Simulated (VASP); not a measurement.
Given:

```xyz
2
Lattice="0.0000 3.2232 3.2232 3.2232 0.0000 3.2232 3.2232 3.2232 0.0000" Properties=species:S:1:pos:R:3 pbc="T T T"
Na     0.0000     0.0000     0.0000
I      3.2232     3.2232     3.2232
```

Computed with r2SCAN meta-GGA, VASP's PBE PAW potentials (set 64) (plane waves; VASP 6.6.1). Numerical set-up: 400 eV cut-off, 8×8×8 Γ-centred mesh, tetrahedra with Blöchl corrections, potentials Na_pv I.

Unless said otherwise, spin-orbit coupling is left out, though it shifts the bands of the heavy elements here.

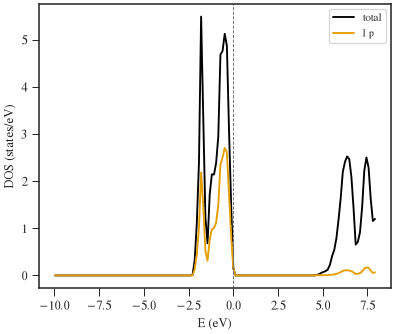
Figure. Total and projected density of states, zero at the valence-band maximum

Within 2 eV below the valence-band maximum the largest weight inside VASP's projection spheres is I p.

The gap is direct, 4.48 eV, from the valence maximum at Γ to the conduction minimum at Γ.

The compound is NaI in the rock salt structure. It was relaxed first.
